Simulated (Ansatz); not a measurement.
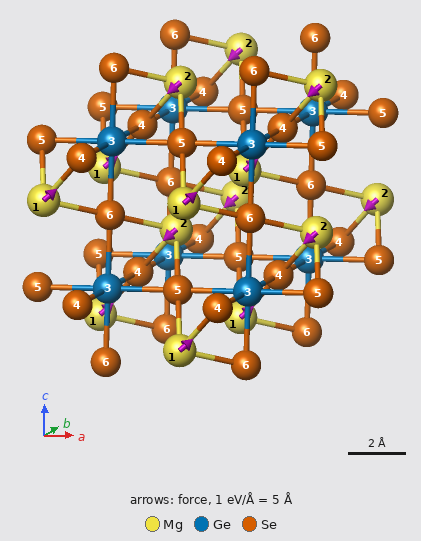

Starting geometry of solid Mg₂GeSe₃ (built on the Li2GaCu3-166 type type) with the computed forces as purple arrows. Style: ball-and-stick. Shown: the cell of the calculation, slightly off an axis.

Method: DFT, r2SCAN+rVV10, plane waves, PAW (Ansatz). Set-up: plane-wave cutoff 500 eV; k-point mesh 4 × 4 × 4; occupations fermi dirac; smearing width 0.03 eV; no spin polarisation; cell and atoms relaxed; force threshold 0.01 eV/Å; at most 120 steps.

> What follows when this structure is relaxed?

It isn't relaxed: the largest force vector, on Mg atoms, is 0.13 eV/Å. The atoms end up moving mostly along the starting forces (cosine between the two patterns 1.00). The largest moves relative to the cell, 0.22 Å, are those of Mg1 and Mg2. Mg2 goes along [−1 −1 −1]. Ge and Se stay in place. The drawn cell changes as follows: a = b = c 5.260 → 5.393 Å (+2.5 %), α 86.1° → 85.7°, β 86.1° → 85.7°, γ 86.1° → 85.7°; the volume changes by +7.7 %. Some distances before and after: Ge3–Se4 2.630 → 2.697 Å, Mg1–Se4 2.629 → 2.567 Å. Bond angles that change, for instance: Se4–Mg2–Se5 86.1° → 91.2°, Mg1–Se6–Ge3 104.0° → 107.3°, Mg1–Se6–Ge3 76.0° → 72.7°. The space group stays R-3m (No. 166). After 4 accepted moves (6 points after the start) the energy has fallen by 46.6 meV per cell of the calculation. The largest force component goes from 0.13 to 0.0018 eV/Å. Pressure: 0.47 GPa at the start and 0.01 GPa at the end. The line search rejected the trial step at point 3 of the run. At 1 point the geometry stayed and the basis and grid were re-selected for the new cell (energy shift of 1.3 meV per cell of the calculation at most each time). The run took 59 s on 2 threads of AMD EPYC 7R13 Processor (Zen 3) (shared host), peak memory 1.1 GiB.
